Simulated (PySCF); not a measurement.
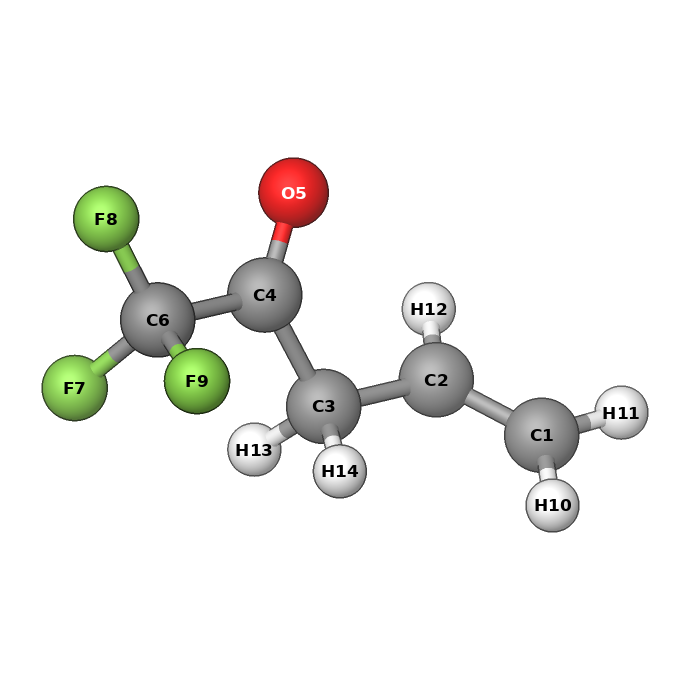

The geometry was computed by an optimisation with PBE0-D3(BJ)/def2-SVP. No frequency run is at hand to confirm it as a minimum. Method: TDDFT PBE0/def2-SVPD, vertical, gas phase, core orbitals frozen in the response (PySCF 2.14.0), and the same with a continuum solvent (IEF-PCM, Bondi radii x 1.2, gas-phase geometry).

How do dipole (D), HOMO–LUMO gap (eV), lowest singlet (eV) change in chloroform (ε = 4.7), dimethylsulfoxide (ε = 46.8)?

```tsv
medium	dipole (D)	HOMO–LUMO gap (eV)	lowest singlet (eV)
gas phase	2.66	6.26	4.31
chloroform	3.18	6.15	4.37
dimethylsulfoxide	3.41	6.13	4.40
```
